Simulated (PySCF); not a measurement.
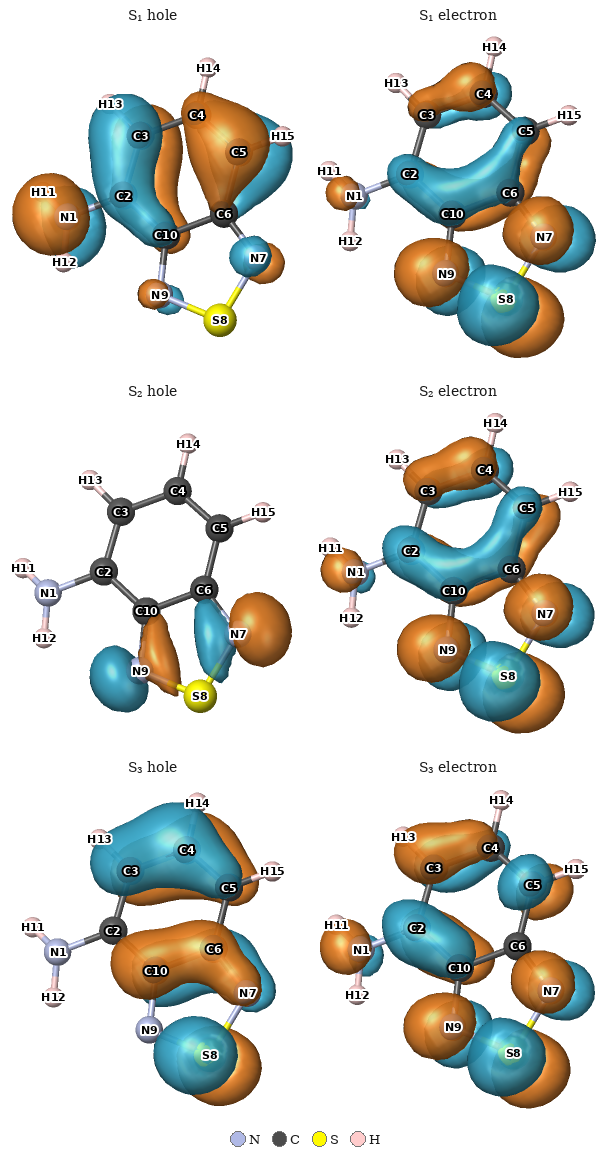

Figure. C₆H₅N₃S, SMILES `Nc1cccc2nsnc12`. Leading natural transition orbitals (TDA singlet states).

Computed with PySCF, B3LYP/def2-SVP, geometry: GFN2-xTB. No frequency check shows the geometry to be a minimum. GFN2-xTB bond lengths at metals and heavier atoms can be off by up to 0.1 Å and shapes distorted, which carries into these values. Without diffuse functions Rydberg states are missing, so the states' numbers hold for this basis only.

Input script:

```python
import numpy as np
from pyscf import gto, scf, dft, tdscf
from pyscf.scf import atom_ks, atom_hf
from scipy.linalg import block_diag

def solve(mol, dm0=None, hcore=None):
    mf = (dft.UKS if mol.spin else dft.RKS)(mol, xc='b3lyp')
    mf.grids.level = 3
    mf = mf.density_fit(auxbasis='def2-universal-jkfit')
    mf.conv_tol, mf.max_cycle = 1e-8, 80
    if hcore is not None:
        mf.get_hcore = lambda *args: hcore
    mf.kernel(dm0)
    if not mf.converged:
        mf = mf.newton().run(mf.mo_coeff, mf.mo_occ, max_cycle=30)
    assert mf.converged, 'SCF not converged'
    return mf

mol = gto.M(atom='''
N     -1.68582    -2.14513     0.06680
C     -1.37086    -0.81536    -0.00043
C     -2.30876     0.19626    -0.01098
C     -1.94169     1.55152    -0.00633
C     -0.63595     1.96332     0.00446
C      0.35621     0.97085     0.00765
N      1.68088     1.13282     0.00582
S      2.38192    -0.31390    -0.00484
N      1.05395    -1.22608    -0.00842
C     -0.00786    -0.42094     0.00352
H     -2.61609    -2.42463    -0.19350
H     -0.93941    -2.78793    -0.13808
H     -3.35712    -0.06368    -0.01992
H     -2.73000     2.28991    -0.01367
H     -0.35775     3.00362     0.00590
''', basis='def2-svp', charge=0, spin=0, verbose=4)
mf = solve(mol)
td = mf.TDA()
td.nstates, td.singlet, td.conv_tol = 4, True, 1e-5
td.kernel()
td.analyze()
x, y = np.array([p[0] for p in td.xy]), np.array([p[1] + 0 * p[0] for p in td.xy])
f, mu = td.oscillator_strength(), td.transition_dipole()
nto = [td.get_nto(state=i + 1, verbose=4) for i in range(len(td.e))]
# spherically averaged free atoms, for the promolecule
atm = atom_ks.get_atm_nrks(mol, xc='b3lyp')
pro = block_diag(*[(atm[a[0]][2] * atm[a[0]][3]) @ atm[a[0]][2].T for a in mol._atom])
np.savez('result.npz', e=td.e, f=f, ok=td.converged, w=[n[0] for n in nto], nto=[n[1] for n in nto], x=x, y=y, c=mf.mo_coeff, occ=mf.mo_occ, eps=mf.mo_energy, pro=pro, mu=mu)
```

Run with:

```sh
OMP_NUM_THREADS=1 python input.py
```

The run took 7.6 min on 1 thread of Intel(R) Xeon(R) Processor, on a shared host, peak memory 0.94 GiB.

Question: Describe these excited states.

Answer: By state:
- S₁: 3.20 eV (388 nm), f = 0.076; the leading pair carries 98 %; hole on N1 (22 %), C5 (20 %) and C3 (17 %), electron on S8 (27 %), N7 and N9 (21 % each) and C10 (8 %); their centroids lie 2.2 Å apart.
- S₂: 4.54 eV (273 nm), f = 0.000 (very weak); the leading pair carries 100 %; hole on N7 (47 %), N9 (34 %) and S8 (8 %), electron on S8 (26 %), N9 (20 %) and N7 (19 %); their centroids lie 0.6 Å apart.
- S₃: 4.78 eV (259 nm), f = 0.060; the leading pair carries 63 %; hole on C4 (16 %), C3 (15 %) and S8 (14 %), electron on S8 (15 %), N9 (13 %) and N7 (11 %) (shares are of the whole state, not of the leading pair alone); their centroids lie 0.5 Å apart.
